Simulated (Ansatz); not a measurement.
# F₆Se (SMILES F[Se](F)(F)(F)(F)F): what the fields show

Input file:

```
crystal:
  periodic: [false, false, false]
  atoms:
    - {symbol: F, position_ang: [2.103012, 0.661067, 0.023846]}
    - {symbol: F, position_ang: [-0.613801, -1.449036, 0.478821]}
    - {symbol: F, position_ang: [-0.011881, 0.797550, 1.260289]}
    - {symbol: F, position_ang: [1.514452, -1.084835, 1.644236]}
    - {symbol: F, position_ang: [1.501094, -1.585560, -0.757706]}
    - {symbol: F, position_ang: [-0.025175, 0.296780, -1.141675]}
    - {symbol: Se, position_ang: [0.744618, -0.394008, 0.251302]}
basis:
  gaussian: {orbitals: def2-SVPD}
hamiltonian: {xc: pbe0}
output: {forces: true, orbitals: {seedname: orbitals}}
```

Launched as:

```sh
ansatz run input.yaml --threads 2 --pin off --max-ram 4350MiB --events-out events.jsonl --progress --plain --runs-dir runs
```

Geometry: PBE-D3(BJ)/def2-SVP.

These are results of isolated molecule in a Gaussian basis; Kohn-Sham density functional theory, functional PBE0 in Ansatz 0.2.0, not measurements.

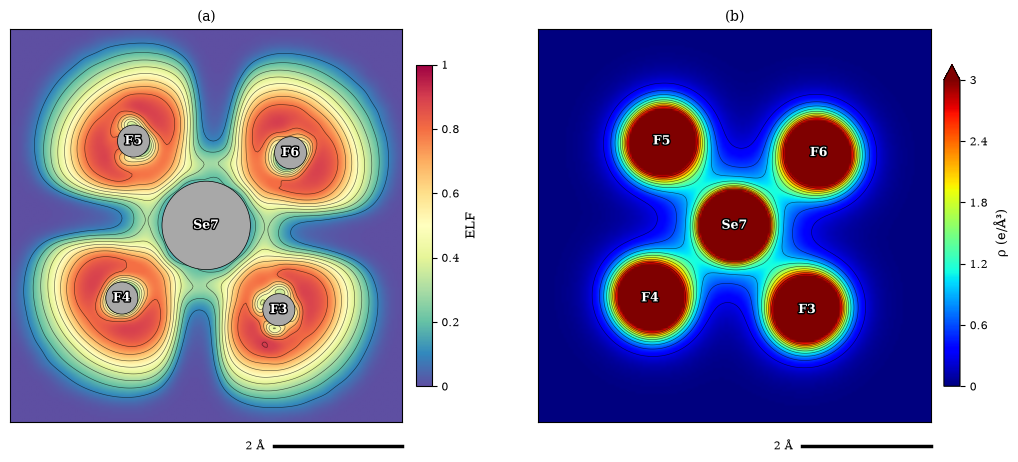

Figure 1. (a) ELF; (b) total electron density on the plane of atoms F3, Se7 and F6. Grey discs cover the atomic cores in the ELF map.

Describe what can be read from this map.

Answer. The plane passes through F and Se nuclei.
Se–F (1.73 Å): the density is about 1.1 e/Å³ at the midpoint; the ELF peaks at about 0.80 in the valence shell of F, 0.6 Å from its nucleus, and is about 0.45 at the midpoint.
The ELF also peaks beside F3, F4, F6 and F5, away from the bonds: lone-pair regions.

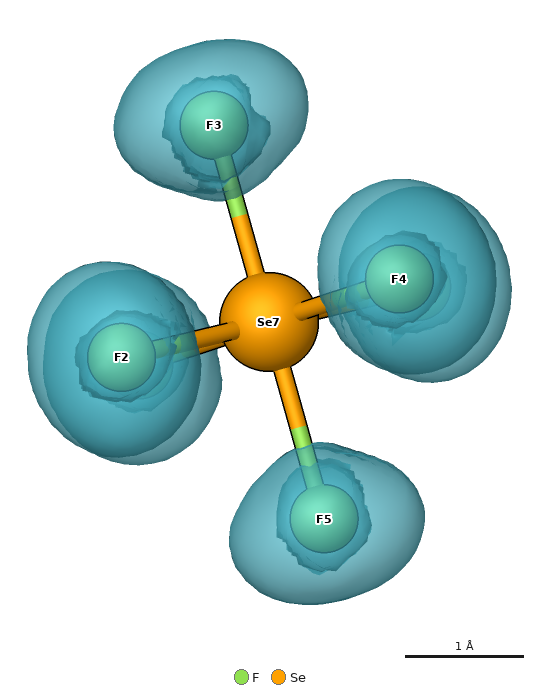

Figure 2. Isosurface of the electron localisation function at 0.75 (cyan), seen at an oblique angle. Only the valence region is drawn (cores and ρ < 0.01 e/Å³ removed).

Describe the localisation domains.

Answer. The surface consists of six regions wrapped around F (its lone pairs, merged into a ring or cap).

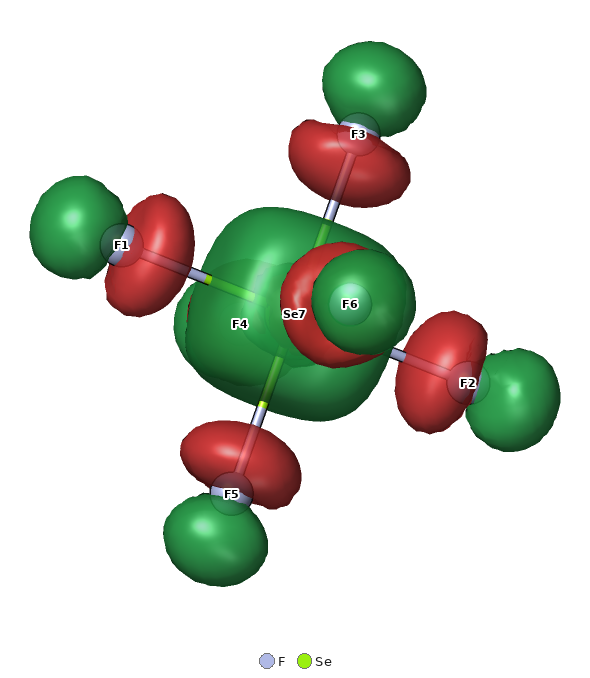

Figure 3. One frontier orbital at ±0.15 Å⁻³ᐟ² (green and red are the two phases), seen at a tilt.

Which orbital is it: HOMO or LUMO?

Answer. The LUMO, at −4.92 eV. Its weight (Hirshfeld) is mainly on Se7 (about 30 %), F1 (about 10 %), F3 (about 10 %), F2 (about 10 %), F4 (about 10 %), F5 (about 10 %) and F6 (about 10 %); it is gerade (even under inversion).
